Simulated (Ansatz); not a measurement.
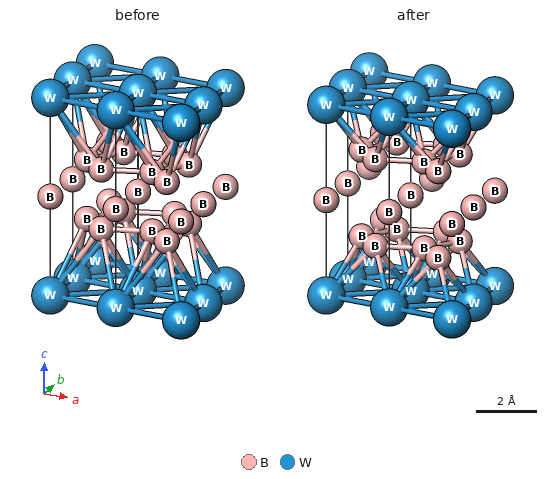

The structure of crystalline B5W (a generated structure, set up in P6/mmm) (coarse preliminary run) before (left) and after (right) a relaxation, at one scale.

A ball-and-stick model of the cell of the calculation, repeated 2 × 2 × 1 with one cell outlined, seen slightly off an axis.

The calculation used DFT PBE, scalar-relativistic, plane waves, PAW in Ansatz 0.2.0.

Input
```yaml
crystal:
  lattice:
    - [3.04648681, 0.0, 0.0]
    - [-1.5232434, 2.63833497, 0.0]
    - [0.0, 0.0, 6.73929224]
  atoms:
    - { symbol: B, position: [0.33333333, 0.66666667, 0.34993706] }
    - { symbol: B, position: [0.66666667, 0.33333333, 0.34993706] }
    - { symbol: B, position: [0.66666667, 0.33333333, 0.65006294] }
    - { symbol: B, position: [0.33333333, 0.66666667, 0.65006294] }
    - { symbol: B, position: [0.0, 0.0, 0.5] }
    - { symbol: W, position: [0.0, 0.0, 0.0] }
basis:
  ecutwfc: 420
kpoints:
  mp_grid: { grid: [6, 6, 4] }
hamiltonian:
  xc: pbe
scf:
  occupations: { method: gaussian, width: 0.1 }
  lower_state_search: "off"
output:
  forces: true
  stress: true
  eigenvalues: true
relax:
  adjacent_minimum: "off"
  f_tol: 0.04
  max_steps: 70
  cell: { stress_tol: 0.4 }
```

Command:
```bash
ansatz run input.yaml --threads 1 --pin off --max-ram 2560MiB --backend cpu --events-out ev --progress --plain --runs-dir out
```

> Summarise the run.

The energy falls by 671 meV per atom in 6 accepted moves (7 points after the start). The largest force component goes from 2.6 to 0.0022 eV/Å. Pressure: −15.20 GPa at the start and 0.06 GPa at the end. The SCF was repeated once at an unchanged geometry on a basis and grid sized afresh for the cell, which shifted the energy by 1.1 meV per atom at most. The largest moves relative to the cell, 0.50 Å, are those of B1, B2, B3 and B4. B2 goes along −c. W stays in place. The drawn cell changes as follows: a = b 3.046 → 2.929 Å (−3.8 %), c 6.739 → 6.502 Å (−3.5 %); the volume changes by −10.8 %. Some distances before and after: B1–B4 2.023 → 2.958 Å, B1–W6 2.942 → 2.450 Å, W6–W6 3.046 → 2.929 Å, B1–B2 1.759 → 1.691 Å. Bond angles that change, for instance: W6–B1–W6 62.4° → 73.4°, B2–B1–W6 126.7° → 133.7°, B2–B1–W6 72.6° → 69.8°. The space group stays P6/mmm (No. 191). Cost: 15 s on 1 thread of Arm Neoverse V1 (shared host), peak memory 0.33 GiB.
